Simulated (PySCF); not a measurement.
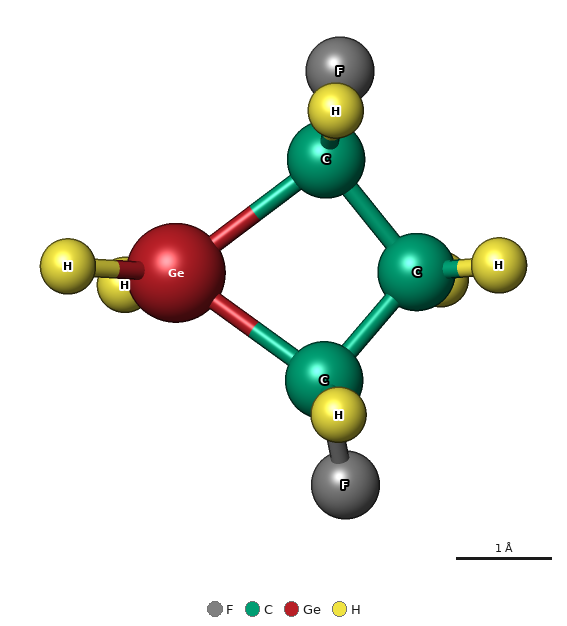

*The structure as given in the input (ball-and-stick view, seen on its broad side). Sticks mark near contacts.*

Bond lengths as drawn: C–C 1.54 to 1.55 Å, C–F 1.36 to 1.39 Å, C–Ge 1.98 to 2.01 Å, C–H 1.06 to 1.11 Å and Ge–H 1.51 to 1.52 Å.

# C$_{3}$H$_{6}$F$_{2}$Ge: geometry relaxation

- system: C$_{3}$H$_{6}$F$_{2}$Ge
- method: PBE0-D3(BJ)/def2-SVP geometry optimisation, gas phase (PySCF 2.14.0)

## The program's output
```
step   0  E = -2393.47547270  max force = 0.038977
step   1  E = -2393.47677259  max force = 0.016047
step   2  E = -2393.47962074  max force = 0.004502
step   3  E = -2393.48014560  max force = 0.002560
step   4  E = -2393.48028319  max force = 0.001513
step   5  E = -2393.48045180  max force = 0.001462
step   6  E = -2393.48057126  max force = 0.001805
step   7  E = -2393.48065633  max force = 0.001481
step   8  E = -2393.48069642  max force = 0.000717
step   9  E = -2393.48071685  max force = 0.000567
step  10  E = -2393.48073049  max force = 0.000688
step  11  E = -2393.48073805  max force = 0.000383
optimisation converged
```

## Trajectory as extended XYZ (Å, eV, eV/Å), 9 of the 12 frames kept, from step=0 to step=11
```
12
Properties=species:S:1:pos:R:3:forces:R:3 step=0 energy=-65129.78502
F     0.0693    2.2665    0.5258   -0.1267   0.5071   0.3109
C     0.1486    1.1667   -0.2725    0.0281   0.0344   0.3624
C    -1.0812    0.2395   -0.1572    2.0043  -0.2892   1.0104
C    -0.3523   -1.1339   -0.1639   -1.4918  -0.3708   0.9728
F    -0.9632   -2.0239    0.7168    0.3494   0.2097  -0.0802
Ge    1.3679   -0.2990    0.3629   -0.4603   0.1862  -0.5092
H     0.3284    1.5280   -1.2897    0.1066  -0.1467  -0.3629
H    -1.8068    0.3900   -0.9202   -1.0687   0.0853  -0.8495
H    -1.5216    0.3996    0.8490    0.0426  -0.1063  -0.3077
H    -0.4205   -1.6245   -1.1290    0.3697  -0.0602  -0.7016
H     1.6270   -0.2997    1.8512   -0.0574   0.0423   0.4261
H     2.6440   -0.6377   -0.3821    0.3042  -0.0917  -0.2717
12
Properties=species:S:1:pos:R:3:forces:R:3 step=1 energy=-65129.82039
F     1.0000    2.0896    0.5444    0.0645  -0.2252  -0.0931
C     0.7988    0.9302   -0.1758    0.0761   0.4392  -0.1923
C    -0.6857    0.6908   -0.4477   -0.8252   0.0806  -0.3211
C    -0.8725   -0.8124   -0.1981   -0.1778   0.2459  -0.3371
F    -2.0599   -1.1011    0.4266    0.3407  -0.1311  -0.0576
Ge    0.8710   -0.8377    0.7600    0.5592  -0.0078   0.1686
H     1.4255    0.9978   -1.0929   -0.1662  -0.1674   0.2807
H    -1.1628    1.0182   -1.4048    0.5688   0.0813   0.2928
H    -1.2210    1.2345    0.3448   -0.0599  -0.0283   0.1644
H    -0.8265   -1.3433   -1.1668   -0.0680  -0.2414   0.2089
H     0.8256   -0.8276    2.3060   -0.0392   0.0591  -0.2241
H     2.0387   -1.7157    0.2353   -0.2730  -0.1050   0.1099
12
Properties=species:S:1:pos:R:3:forces:R:3 step=3 energy=-65129.91217
F     1.0246    2.0947    0.5332    0.0106  -0.0437  -0.0572
C     0.7821    0.9491   -0.1825   -0.0289   0.0877   0.1316
C    -0.7140    0.7091   -0.4394    0.0155   0.0232   0.0714
C    -0.8569   -0.8045   -0.2213    0.0629  -0.0254  -0.0079
F    -2.0059   -1.1563    0.4315   -0.0476  -0.0066   0.0318
Ge    0.8930   -0.8155    0.7497    0.0537  -0.0370  -0.0968
H     1.3843    0.9884   -1.1039   -0.0079  -0.0262  -0.0578
H    -1.1056    1.0992   -1.3915   -0.0239   0.0036  -0.0470
H    -1.2614    1.2104    0.3767    0.0014  -0.0188   0.0010
H    -0.8036   -1.3823   -1.1597    0.0002   0.0384  -0.0254
H     0.8260   -0.7680    2.2801   -0.0438   0.0365   0.0190
H     1.9686   -1.8011    0.2581    0.0079  -0.0319   0.0372
12
Properties=species:S:1:pos:R:3:forces:R:3 step=4 energy=-65129.91592
F     1.0339    2.0965    0.5250    0.0140  -0.0081  -0.0331
C     0.7814    0.9517   -0.1842   -0.0072   0.0186   0.0589
C    -0.7163    0.7114   -0.4322    0.0496   0.0203   0.0451
C    -0.8511   -0.8042   -0.2267    0.0323  -0.0325   0.0420
F    -1.9977   -1.1654    0.4280   -0.0211  -0.0052  -0.0017
Ge    0.8982   -0.8142    0.7465    0.0050  -0.0493  -0.0778
H     1.3726    0.9848   -1.1140   -0.0092  -0.0122  -0.0272
H    -1.1076    1.1073   -1.3824   -0.0460   0.0047  -0.0195
H    -1.2634    1.2012    0.3906    0.0008   0.0011  -0.0038
H    -0.7976   -1.3740   -1.1699   -0.0038   0.0327  -0.0207
H     0.8138   -0.7529    2.2765   -0.0359   0.0267   0.0044
H     1.9650   -1.8190    0.2738    0.0217   0.0031   0.0334
12
Properties=species:S:1:pos:R:3:forces:R:3 step=6 energy=-65129.92376
F     1.0807    2.0950    0.4823    0.0218   0.0646   0.0225
C     0.7849    0.9484   -0.1983    0.0074  -0.0928  -0.0714
C    -0.7208    0.7179   -0.3993    0.0316  -0.0167  -0.0570
C    -0.8345   -0.8063   -0.2461   -0.0795   0.0082   0.0642
F    -1.9765   -1.2055    0.3992    0.0406   0.0034  -0.0403
Ge    0.9069   -0.8165    0.7355   -0.0416  -0.0244  -0.0027
H     1.3358    0.9572   -1.1552   -0.0062   0.0017   0.0270
H    -1.1414    1.1360   -1.3292   -0.0292   0.0148   0.0464
H    -1.2499    1.1754    0.4525    0.0111   0.0147   0.0124
H    -0.7824   -1.3320   -1.2145    0.0195  -0.0052   0.0026
H     0.7442   -0.7009    2.2580   -0.0002  -0.0044  -0.0123
H     1.9840   -1.8454    0.3461    0.0246   0.0361   0.0087
12
Properties=species:S:1:pos:R:3:forces:R:3 step=7 energy=-65129.92607
F     1.1022    2.0921    0.4595    0.0113   0.0419   0.0125
C     0.7871    0.9418   -0.2074    0.0009  -0.0559  -0.0473
C    -0.7221    0.7195   -0.3854    0.0019  -0.0201  -0.0585
C    -0.8314   -0.8074   -0.2545   -0.0762   0.0206   0.0319
F    -1.9724   -1.2235    0.3800    0.0297   0.0069  -0.0262
Ge    0.9054   -0.8188    0.7331   -0.0211   0.0008   0.0164
H     1.3230    0.9394   -1.1725   -0.0004  -0.0033   0.0194
H    -1.1624    1.1512   -1.2999   -0.0094   0.0147   0.0351
H    -1.2353    1.1666    0.4819    0.0149  -0.0001   0.0180
H    -0.7748   -1.3145   -1.2326    0.0277  -0.0129   0.0079
H     0.7113   -0.6826    2.2501    0.0117  -0.0105  -0.0059
H     2.0004   -1.8406    0.3786    0.0089   0.0179  -0.0033
12
Properties=species:S:1:pos:R:3:forces:R:3 step=8 energy=-65129.92716
F     1.1113    2.0907    0.4468    0.0007   0.0075  -0.0057
C     0.7877    0.9369   -0.2126   -0.0051  -0.0026  -0.0071
C    -0.7230    0.7199   -0.3801   -0.0098  -0.0123  -0.0336
C    -0.8322   -0.8075   -0.2584   -0.0369   0.0190   0.0080
F    -1.9740   -1.2308    0.3670    0.0049   0.0045  -0.0084
Ge    0.9020   -0.8195    0.7341    0.0010   0.0100   0.0169
H     1.3188    0.9282   -1.1798    0.0030  -0.0093   0.0044
H    -1.1743    1.1607   -1.2845   -0.0012   0.0105   0.0134
H    -1.2250    1.1625    0.4964    0.0120  -0.0101   0.0149
H    -0.7680   -1.3084   -1.2392    0.0230  -0.0094   0.0057
H     0.6990   -0.6772    2.2491    0.0117  -0.0072   0.0003
H     2.0090   -1.8322    0.3921   -0.0034  -0.0007  -0.0088
12
Properties=species:S:1:pos:R:3:forces:R:3 step=10 energy=-65129.92809
F     1.1158    2.0930    0.4313   -0.0044  -0.0190  -0.0175
C     0.7863    0.9332   -0.2167   -0.0040   0.0354   0.0241
C    -0.7252    0.7208   -0.3770   -0.0007   0.0033   0.0091
C    -0.8337   -0.8059   -0.2611    0.0191  -0.0036   0.0023
F    -1.9805   -1.2351    0.3478   -0.0173  -0.0008   0.0063
Ge    0.8973   -0.8174    0.7406    0.0090   0.0056  -0.0026
H     1.3156    0.9136   -1.1844    0.0030  -0.0093  -0.0075
H    -1.1853    1.1723   -1.2711   -0.0025   0.0008  -0.0081
H    -1.2152    1.1564    0.5102    0.0004  -0.0063   0.0008
H    -0.7510   -1.3061   -1.2410    0.0032   0.0033  -0.0024
H     0.6996   -0.6755    2.2559    0.0027   0.0012   0.0029
H     2.0073   -1.8260    0.3965   -0.0083  -0.0106  -0.0073
12
Properties=species:S:1:pos:R:3:forces:R:3 step=11 energy=-65129.92829
F     1.1170    2.0954    0.4251   -0.0015  -0.0122  -0.0106
C     0.7855    0.9335   -0.2171   -0.0008   0.0197   0.0140
C    -0.7261    0.7214   -0.3753    0.0024   0.0053   0.0119
C    -0.8327   -0.8051   -0.2614    0.0163  -0.0078   0.0068
F    -1.9824   -1.2369    0.3400   -0.0102  -0.0003   0.0055
Ge    0.8965   -0.8157    0.7437    0.0041   0.0000  -0.0094
H     1.3137    0.9082   -1.1854    0.0008  -0.0042  -0.0043
H    -1.1883    1.1752   -1.2673   -0.0025  -0.0017  -0.0059
H    -1.2140    1.1537    0.5147   -0.0025  -0.0002  -0.0027
H    -0.7428   -1.3043   -1.2413   -0.0020   0.0047  -0.0032
H     0.7025   -0.6742    2.2595   -0.0001   0.0018   0.0013
H     2.0022   -1.8279    0.3959   -0.0040  -0.0051  -0.0034
```

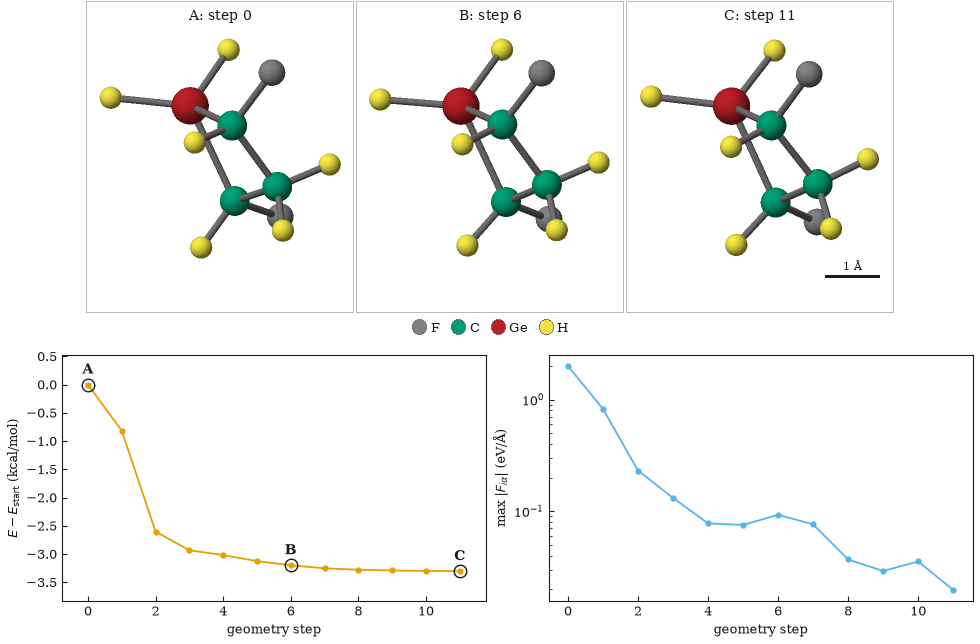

*Frames of the relaxation (ball-and-stick view, seen at a tilt) above the curves, on which the letters mark them (steps are counted from 0).*

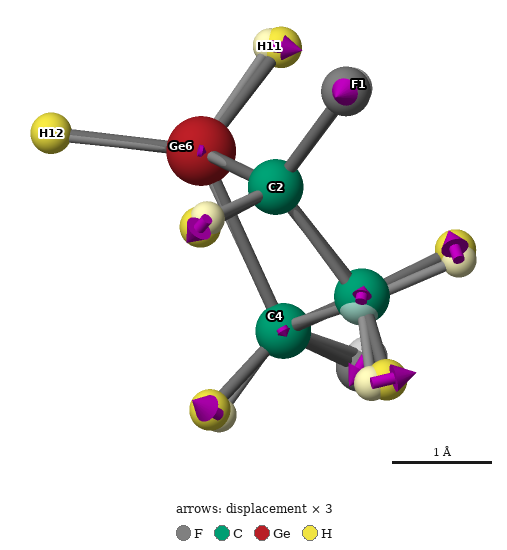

*Start (faint) and end (solid) with the displacements as pink arrows, magnified 3 times (ball-and-stick view, seen at a tilt). The two geometries are laid on each other by the best rigid fit.*

The largest move after the best rigid fit is that of H8, 0.16 Å. By element the largest moves are H 0.16 Å, F 0.13 Å, C 0.06 Å, Ge 0.03 Å. Among the contacts that change: C3–H8 1.064 → 1.102 Å, C4–F5 1.393 → 1.368 Å, Ge6–H11 1.511 → 1.535 Å, Ge6–H12 1.516 → 1.539 Å. Among the angles that change: Ge6–C4–H10 118.8° → 111.9°, F1–C2–Ge6 116.1° → 120.3°, F5–C4–H10 104.2° → 108.4°. The energy falls by 3.30 kcal/mol in 11 geometry steps. The largest force component goes from 2 to 0.02 eV/Å. (Atoms are counted from 1 in the order of the input.)

This output came from the following input.

## Input file
```
{"job": {"xc": "PBE0", "basis": "def2-SVP", "d3": "d3bj", "grid": 1, "shake": 0.01, "kind": "geom"}, "charge": 0, "multiplicity": 1}
F      0.069300     2.266520     0.525830
C      0.148590     1.166690    -0.272500
C     -1.081160     0.239540    -0.157200
C     -0.352310    -1.133880    -0.163920
F     -0.963180    -2.023920     0.716780
Ge     1.367930    -0.299050     0.362900
H      0.328400     1.528000    -1.289740
H     -1.806780     0.390030    -0.920170
H     -1.521570     0.399620     0.848960
H     -0.420490    -1.624460    -1.129030
H      1.626970    -0.299650     1.851170
H      2.643990    -0.637700    -0.382100
```

The first line tells a small driver script what to run in PySCF; the rest is the geometry in Å.

Command:
```bash
OMP_NUM_THREADS=1 python <driver script> task.json out
```

## Summary

| quantity | value |
| --- | --- |
| outcome | converged |
| total energy | −2393.480738 hartree |
| dipole moment | 1.70 D |
| point group | Cs |
| hardware | 1 CPU thread, shared host |
| wall time | 96 s |
| peak memory | 0.52 GiB |
